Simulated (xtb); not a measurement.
**GFN1-xTB run of C2H6GeNP (SMILES N#C[CH2][GeH2][PH2])**

We compute a structure relaxation of C2H6GeNP. 

The results are computed with xtb 6.7.1.

1 further run of the same task is left out (set aside as unsound or not needed).

## 1. The molecule

C2H6GeNP has 11 atoms, charge 0, and is taken as a singlet. SMILES: `N#C[CH2][GeH2][PH2]`. All atoms were displaced at random from a relaxed shape. The run starts from this shape.

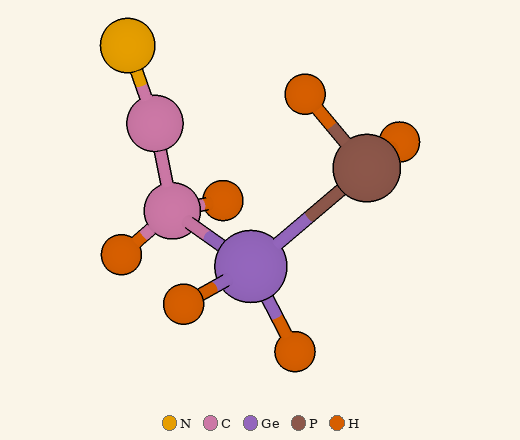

The structure, seen from a chosen angle (nitrogen amber, carbon pink, germanium purple, phosphorus brown, hydrogen orange).

## 2. A structure relaxation at GFN1-xTB

Contents of input.inp:

```
$opt
   engine=rf
$end
```

Contents of mol.xyz:

```xyz
11
C2H6GeNP
N      1.865120    -1.909720    -0.304100
C      1.395860    -0.898520     0.282410
C      0.905630     0.097650     1.068210
Ge    -1.068190     0.300400     0.372810
P     -1.249100     0.325530    -1.951950
H      1.331570     0.929740     0.656350
H      0.856490    -0.004550     2.049580
H     -1.922230    -0.710800     1.120970
H     -1.593260     1.577120     0.885840
H     -0.301160     1.126550    -2.218380
H     -0.442360    -0.806430    -2.065660
```

Command:

```
xtb mol.xyz -o normal --gfn1 -I input.inp --uhf 0 --parallel 1 | tee xtb.out
```

**Question.** What will come out? Wanted: total energy at the end; dipole moment; HOMO energy; LUMO energy; HOMO–LUMO gap; dispersion energy.

**Answer.** As computed:

Level: GFN1-xTB.

```
               quantity          value
total energy at the end   -14.93157 Eh
          dipole moment         3.37 D
            HOMO energy      -11.85 eV
            LUMO energy       -6.26 eV
          HOMO–LUMO gap        5.59 eV
      dispersion energy  -12.30 kJ/mol
```

**Reading.** At the final geometry: Bond lengths: N1–C2 1.149 Å, C2–C3 1.440 Å, C3–Ge4 2.001 Å, Ge4–P5 2.270 Å, C3–H6 1.094 Å, C3–H7 1.091 Å, Ge4–H8 1.489 Å, Ge4–H9 1.493 Å, P5–H10 1.397 Å, P5–H11 1.395 Å. Some angles: N1–C2–C3 173.3°, C2–C3–Ge4 105.6°, C3–Ge4–P5 112.8°, C2–C3–H6 110.1°, C2–C3–H7 110.3°, Ge4–C3–H6 110.3°, Ge4–C3–H7 112.7°, C3–Ge4–H8 107.4°, C3–Ge4–H9 106.8°, P5–Ge4–H8 112.4°. The optimisation took 18 steps and changed the energy by -1.512 eV. Mulliken charges run from -0.33 on N1 to +0.21 on C2.
